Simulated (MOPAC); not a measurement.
# Geometry relaxation of CH₇OSbSi (part 2 of 2)

The same run, continued: CH₇OSbSi; MNDO, closed shell (MOPAC 23.2.5). The atoms were displaced at random from an optimised geometry.

Geometry of the input (Å):
```
Si -1.0086  1.2759  -0.0912
C  0.2015  0.3424  0.9896
O  0.3230  -1.0189  0.5925
Sb 1.5564  -1.4420  -0.8902
H  -2.3702  0.6581  -0.0096
H  -1.1167  2.7090  0.3124
H  -0.5621  1.1994  -1.5085
H  1.1839  0.8642  1.0029
H  -0.1365  0.3331  2.0304
H  1.7039  -3.0861  -0.3764
H  0.3414  -1.9119  -2.0198
```

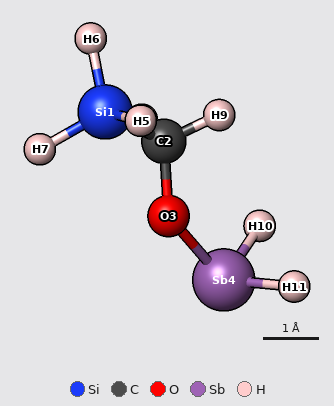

Fig. 1: The geometry at step 92 of the log (ball-and-stick view, seen at a tilt; atoms are numbered from 1 in the order of the input).

## Trajectory as extended XYZ, continued
```
11
Properties=species:S:1:pos:R:3:forces:R:3 step=31 energy=-0.77122
Si   -1.2515    1.4611    0.1850   -0.0619   0.0956  -0.0982
C     0.2033    0.4191    0.5959   -0.0371   0.0057   0.0154
O     0.1268   -0.7740   -0.0840    0.1006   0.0148  -0.0198
Sb    1.7321   -1.6990   -0.7119   -0.0478   0.0508  -0.0337
H    -2.4395    0.8101    0.4369    0.0471  -0.0036  -0.0686
H    -1.2436    2.5946    0.9827    0.1061  -0.1051  -0.0565
H    -1.1668    1.8706   -1.1415   -0.0524  -0.0874   0.2429
H     1.1494    0.9849    0.3656   -0.0613   0.0127   0.0417
H     0.2469    0.2449    1.7092    0.0614  -0.0332  -0.1226
H     1.4580   -3.1138   -0.1710   -0.1055   0.0579   0.0587
H     1.1676   -2.0187   -2.1138    0.0507  -0.0083   0.0407
11
Properties=species:S:1:pos:R:3:forces:R:3 step=38 energy=-0.81524
Si   -1.2973    1.4748    0.2718    0.0208   0.0050   0.0000
C     0.2106    0.4404    0.4475   -0.0590  -0.0588  -0.0056
O     0.1220   -0.6945   -0.3214    0.1156   0.0699   0.0085
Sb    1.7498   -1.7405   -0.6426    0.0296   0.0378  -0.0184
H    -2.4634    0.7856    0.5241    0.0807  -0.0120   0.0015
H    -1.1789    2.4952    1.1941   -0.0250  -0.0132   0.0256
H    -1.3538    2.0559   -0.9783    0.0165  -0.0783   0.0212
H     1.1040    1.0692    0.1761    0.0017   0.0249  -0.0262
H     0.3871    0.1821    1.5293   -0.0643   0.0301  -0.0079
H     1.3068   -3.0882   -0.0475   -0.0936   0.0235   0.0093
H     1.4100   -2.1333   -2.0910   -0.0231  -0.0287  -0.0081
11
Properties=species:S:1:pos:R:3:forces:R:3 step=46 energy=-0.83727
Si   -1.3159    1.4490    0.2897    0.1042   0.0561  -0.0241
C     0.2269    0.4735    0.4516    0.0591  -0.0888  -0.0147
O     0.2041   -0.5840   -0.4236    0.0658   0.0815   0.0178
Sb    1.7490   -1.7644   -0.6448   -0.1203   0.0062   0.0354
H    -2.4362    0.7028    0.5825    0.0360   0.0221  -0.0417
H    -1.2247    2.4802    1.2053   -0.0453  -0.0156  -0.0105
H    -1.3855    2.0025   -0.9720   -0.0861  -0.0313   0.0526
H     1.1135    1.1471    0.2735   -0.0536  -0.0417   0.0162
H     0.3532    0.1298    1.5163   -0.0020   0.0064  -0.0316
H     1.1548   -2.9931    0.0761    0.0454   0.0082  -0.0243
H     1.3606   -2.2586   -2.0525   -0.0032  -0.0031   0.0249
11
Properties=species:S:1:pos:R:3:forces:R:3 step=53 energy=-0.84454
Si   -1.3201    1.4293    0.2983   -0.0036   0.0049   0.0017
C     0.2464    0.4905    0.4534    0.0080   0.0052  -0.0123
O     0.2798   -0.4928   -0.5018   -0.0139  -0.0003  -0.0159
Sb    1.7369   -1.7802   -0.6415    0.0004   0.0032   0.0002
H    -2.4025    0.6336    0.5970   -0.0051   0.0005  -0.0016
H    -1.2739    2.4608    1.2149    0.0044  -0.0040   0.0019
H    -1.4589    1.9753   -0.9574    0.0000   0.0040   0.0025
H     1.1223    1.1908    0.3596    0.0133  -0.0012  -0.0013
H     0.3423    0.0727    1.4928   -0.0166  -0.0066   0.0198
H     1.0895   -2.9291    0.1560    0.0157   0.0015   0.0054
H     1.3036   -2.3382   -2.0097   -0.0025  -0.0073  -0.0006
11
Properties=species:S:1:pos:R:3:forces:R:3 step=61 energy=-0.84667
Si   -1.3140    1.4362    0.2946    0.0038   0.0090   0.0257
C     0.2363    0.4719    0.4589   -0.0045  -0.0168  -0.0197
O     0.2700   -0.4972   -0.5116    0.0274   0.0329   0.0009
Sb    1.7409   -1.7697   -0.6535   -0.0265  -0.0175  -0.0165
H    -2.4059    0.6444    0.5680   -0.0152   0.0091   0.0041
H    -1.2594    2.4489    1.2313   -0.0090   0.0034   0.0023
H    -1.4467    2.0106   -0.9488    0.0345  -0.0094  -0.0081
H     1.1351    1.1474    0.4017   -0.0437   0.0147  -0.0034
H     0.2909    0.0340    1.4941    0.0055  -0.0068  -0.0051
H     1.1539   -2.8760    0.2441    0.0298  -0.0189  -0.0012
H     1.2516   -2.4134   -1.9655   -0.0021   0.0005   0.0209
11
Properties=species:S:1:pos:R:3:forces:R:3 step=69 energy=-0.85832
Si   -1.3022    1.4607    0.2844   -0.0193  -0.0180  -0.0409
C     0.1828    0.4108    0.5088   -0.0071  -0.0136  -0.0267
O     0.2824   -0.4887   -0.5219   -0.0028   0.0286   0.0123
Sb    1.7499   -1.7518   -0.7118   -0.0421  -0.0755  -0.0149
H    -2.4462    0.7218    0.4803   -0.0214   0.0074  -0.0074
H    -1.2587    2.4578    1.2381    0.0142  -0.0116   0.0086
H    -1.3216    2.0568   -0.9566   -0.0002  -0.0020   0.0123
H     1.0968    1.0625    0.5813    0.0313   0.0042   0.0155
H     0.1279   -0.1042    1.5065    0.0151  -0.0033   0.0311
H     1.4587   -2.6909    0.4775    0.0113   0.0494  -0.0232
H     1.0364   -2.6569   -1.7386    0.0210   0.0345   0.0334
11
Properties=species:S:1:pos:R:3:forces:R:3 step=76 energy=-0.86482
Si   -1.2965    1.4590    0.2711    0.0130  -0.0045   0.0156
C     0.1620    0.3813    0.5497    0.0230  -0.0032  -0.0094
O     0.3255   -0.4416   -0.5355    0.0117  -0.0187   0.0514
Sb    1.7401   -1.7521   -0.7528   -0.0404  -0.0626   0.0349
H    -2.4713    0.7491    0.3943    0.0406  -0.0050   0.0073
H    -1.2646    2.4274    1.2544   -0.0258   0.0143  -0.0132
H    -1.2591    2.0790   -0.9592    0.0231  -0.0007   0.0441
H     1.0796    1.0084    0.7367   -0.0492  -0.0110  -0.0298
H     0.0375   -0.1983    1.5072   -0.0280   0.0080  -0.0774
H     1.6613   -2.4973    0.5966    0.0101   0.0404  -0.0602
H     0.8885   -2.7957   -1.5073    0.0218   0.0430   0.0366
11
Properties=species:S:1:pos:R:3:forces:R:3 step=84 energy=-0.87518
Si   -1.2886    1.4708    0.2726   -0.0021   0.0333   0.0119
C     0.1215    0.3359    0.5553   -0.0174   0.0694   0.1285
O     0.3844   -0.3905   -0.5747   -0.0157  -0.0506  -0.0595
Sb    1.7245   -1.7657   -0.7924   -0.0624  -0.0543  -0.0370
H    -2.4743    0.7691    0.2811    0.0122   0.0181  -0.0299
H    -1.3085    2.3732    1.3177   -0.0062  -0.0208   0.0070
H    -1.1551    2.1866   -0.8952   -0.0112  -0.0196  -0.0136
H     1.0246    0.9218    0.8829    0.0126   0.0208   0.0138
H    -0.1110   -0.3213    1.4394    0.0148  -0.0152  -0.0473
H     1.9799   -2.1895    0.6649   -0.0126  -0.0323  -0.0429
H     0.7509   -2.9266   -1.1049    0.0878   0.0511   0.0690
11
Properties=species:S:1:pos:R:3:forces:R:3 step=92 energy=-0.88923
Si   -1.2711    1.4865    0.2558   -0.0200  -0.0023  -0.0179
C     0.0812    0.2978    0.6015    0.0506  -0.0254   0.0046
O     0.4128   -0.3700   -0.5495   -0.0028   0.0418  -0.0067
Sb    1.6940   -1.7761   -0.8417   -0.1254  -0.2408   0.2829
H    -2.4632    0.8197    0.0714    0.0219   0.0137   0.0058
H    -1.3950    2.3068    1.3604    0.0041  -0.0153  -0.0262
H    -1.0028    2.2716   -0.8453    0.0066  -0.0105   0.0516
H     0.9702    0.8405    1.0327   -0.0555  -0.0519  -0.0271
H    -0.2335   -0.4102    1.4178    0.0137   0.0350  -0.0253
H     2.3494   -1.9335    0.5555   -0.0747   0.0360  -0.2057
H     0.7491   -2.9994   -0.6359    0.1815   0.2196  -0.0359
11
Properties=species:S:1:pos:R:3:forces:R:3 step=99 energy=-0.91129
Si   -1.2475    1.5114    0.2562   -0.0045  -0.0037  -0.0683
C     0.0405    0.2519    0.5966   -0.0780   0.0195  -0.0040
O     0.3872   -0.3876   -0.5640    0.0536  -0.0072  -0.0843
Sb    1.6640   -1.7950   -0.8545    0.0282  -0.0097  -0.0100
H    -2.4236    0.9190   -0.1567    0.0597   0.0277   0.0183
H    -1.4874    2.1807    1.4383   -0.0074   0.0132   0.0022
H    -0.8238    2.4253   -0.6876   -0.0215  -0.0435   0.0583
H     0.9309    0.7324    1.0846    0.0396   0.0392   0.0186
H    -0.3366   -0.4729    1.3668   -0.0341  -0.0377   0.0730
H     2.6375   -1.6108    0.3239   -0.0463  -0.0059  -0.0333
H     0.9262   -2.9746   -0.1999    0.0107   0.0079   0.0293
11
Properties=species:S:1:pos:R:3:forces:R:3 step=107 energy=-0.91875
Si   -1.2361    1.5200    0.2565    0.0249   0.0325   0.0215
C     0.0168    0.2270    0.5944    0.0089   0.0144   0.0140
O     0.3991   -0.3746   -0.5766   -0.0016  -0.0118  -0.0184
Sb    1.6355   -1.8195   -0.8582   -0.0049  -0.0115   0.0442
H    -2.3608    0.9908   -0.3354    0.0062  -0.0025  -0.0012
H    -1.5986    2.0714    1.4694   -0.0068  -0.0143  -0.0069
H    -0.7103    2.5219   -0.5279   -0.0110  -0.0034  -0.0167
H     0.8976    0.6803    1.1283   -0.0172  -0.0004   0.0058
H    -0.3962   -0.5183    1.3283   -0.0043  -0.0079   0.0018
H     2.7912   -1.4227    0.0755   -0.0012   0.0060  -0.0203
H     1.0872   -2.8653    0.1283    0.0070  -0.0012  -0.0237
11
Properties=species:S:1:pos:R:3:forces:R:3 step=114 energy=-0.91926
Si   -1.2330    1.5228    0.2545    0.0020  -0.0006   0.0025
C     0.0137    0.2253    0.5993   -0.0053   0.0031   0.0032
O     0.4024   -0.3730   -0.5714   -0.0002  -0.0056  -0.0073
Sb    1.6299   -1.8232   -0.8586    0.0025  -0.0017  -0.0002
H    -2.3449    0.9974   -0.3647    0.0035   0.0013  -0.0024
H    -1.6235    2.0533    1.4673    0.0041   0.0051  -0.0012
H    -0.6978    2.5339   -0.5120   -0.0040  -0.0039   0.0020
H     0.8904    0.6731    1.1435    0.0010   0.0017   0.0022
H    -0.4078   -0.5225    1.3260   -0.0057  -0.0022   0.0040
H     2.8166   -1.3993    0.0215   -0.0030   0.0001  -0.0004
H     1.1199   -2.8533    0.1624    0.0051   0.0026  -0.0025
11
Properties=species:S:1:pos:R:3:forces:R:3 step=122 energy=-0.91941
Si   -1.2283    1.5270    0.2535   -0.0042  -0.0029   0.0017
C     0.0061    0.2190    0.6020    0.0026  -0.0022  -0.0009
O     0.3876   -0.3865   -0.5675    0.0024   0.0032   0.0043
Sb    1.6316   -1.8214   -0.8596   -0.0025   0.0007   0.0015
H    -2.3402    1.0129   -0.3748   -0.0008   0.0012   0.0000
H    -1.6213    2.0591    1.4648    0.0032   0.0022  -0.0006
H    -0.6798    2.5351   -0.5073   -0.0004  -0.0001  -0.0012
H     0.8868    0.6621    1.1438   -0.0013  -0.0035  -0.0006
H    -0.4205   -0.5231    1.3318   -0.0005   0.0003  -0.0043
H     2.8209   -1.3757    0.0057    0.0008   0.0008  -0.0004
H     1.1485   -2.8532    0.1721    0.0007   0.0003   0.0005
11
Properties=species:S:1:pos:R:3:forces:R:3 step=130 energy=-0.91945
Si   -1.2278    1.5275    0.2538    0.0039   0.0007  -0.0001
C     0.0044    0.2171    0.6015    0.0006   0.0000   0.0011
O     0.3873   -0.3865   -0.5686    0.0012   0.0007   0.0005
Sb    1.6315   -1.8217   -0.8592   -0.0023  -0.0003  -0.0036
H    -2.3406    1.0170   -0.3753   -0.0037  -0.0026   0.0006
H    -1.6191    2.0602    1.4653    0.0016   0.0009   0.0005
H    -0.6771    2.5346   -0.5065   -0.0002   0.0015  -0.0015
H     0.8850    0.6577    1.1454   -0.0032  -0.0015   0.0016
H    -0.4244   -0.5262    1.3287   -0.0013   0.0006  -0.0019
H     2.8233   -1.3698   -0.0009    0.0023   0.0002   0.0016
H     1.1538   -2.8494    0.1790    0.0011  -0.0002   0.0012
11
Properties=species:S:1:pos:R:3:forces:R:3 step=137 energy=-0.91962
Si   -1.2252    1.5298    0.2532   -0.0005   0.0008   0.0007
C    -0.0055    0.2085    0.6030    0.0003  -0.0001   0.0010
O     0.3890   -0.3851   -0.5683    0.0002  -0.0006  -0.0011
Sb    1.6338   -1.8195   -0.8597   -0.0016   0.0005  -0.0032
H    -2.3558    1.0194   -0.3441    0.0005   0.0003   0.0002
H    -1.5866    2.0901    1.4617    0.0002  -0.0006  -0.0008
H    -0.6785    2.5163   -0.5365   -0.0005   0.0001  -0.0002
H     0.8702    0.6376    1.1636    0.0003   0.0001   0.0004
H    -0.4486   -0.5398    1.3163   -0.0006   0.0002  -0.0002
H     2.8266   -1.3646   -0.0041    0.0022   0.0007   0.0016
H     1.1607   -2.8472    0.1803   -0.0004  -0.0013   0.0017
11
Properties=species:S:1:pos:R:3:forces:R:3 step=145 energy=-0.91962
Si   -1.2251    1.5300    0.2533   -0.0001   0.0001   0.0000
C    -0.0058    0.2082    0.6030    0.0001   0.0000   0.0001
O     0.3890   -0.3852   -0.5684   -0.0002  -0.0002   0.0000
Sb    1.6339   -1.8194   -0.8597    0.0002   0.0001   0.0000
H    -2.3563    1.0197   -0.3431    0.0000   0.0001   0.0000
H    -1.5854    2.0909    1.4617    0.0000   0.0000  -0.0001
H    -0.6788    2.5159   -0.5374   -0.0001  -0.0001   0.0001
H     0.8697    0.6367    1.1643    0.0000   0.0000   0.0000
H    -0.4498   -0.5403    1.3157    0.0000   0.0000   0.0000
H     2.8269   -1.3642   -0.0043    0.0000   0.0000   0.0001
H     1.1612   -2.8471    0.1809   -0.0001  -0.0001   0.0000
```

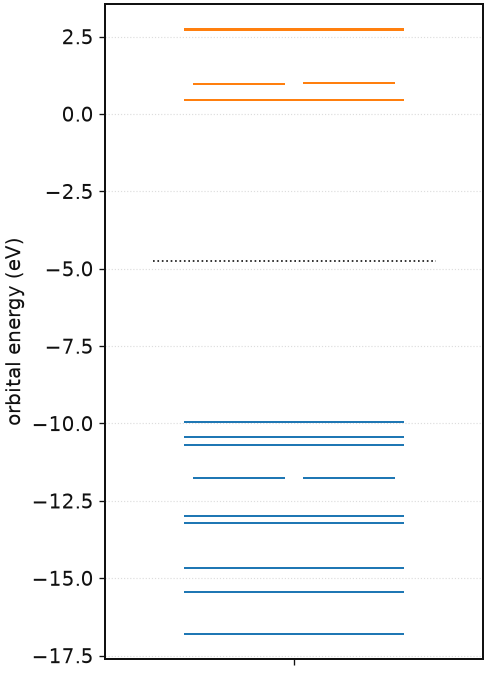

Fig. 2: Orbital energies near the frontier; the dotted line parts filled from empty levels, and levels within 0.02 eV of each other stand side by side. Highest filled −9.96 eV, lowest empty 0.44 eV, 10.40 eV apart.

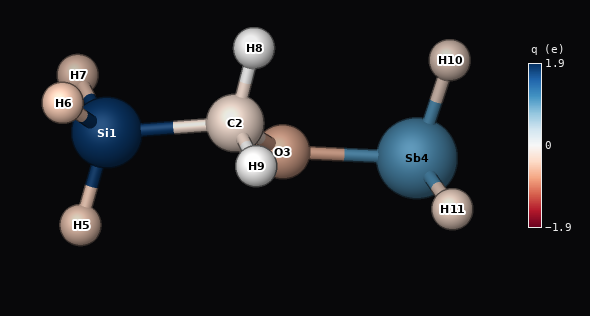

Fig. 3: Mulliken charges, as the colour of each atom (ball-and-stick view, seen at a tilt; atoms are numbered from 1 in the order of the input). By element: Si +1.84, C −0.26, O −0.60, Sb +1.05 and H −0.46 to −0.01 e.

## Summary

```csv
quantity,value
outcome,converged
total energy,−27.872889 hartree
dispersion energy,0.000000 hartree
heat of formation,−21.21 kcal/mol
basis functions,23
largest force,0.000 eV/Å
HOMO,−9.96 eV
LUMO,0.45 eV
dipole moment,1.37 D
hardware,"1 thread of Intel Xeon (Sapphire Rapids), 64 GiB of memory available, shared host"
peak memory,0.093 GiB
```

## Notes

MOPAC's energies along a path are heats of formation.
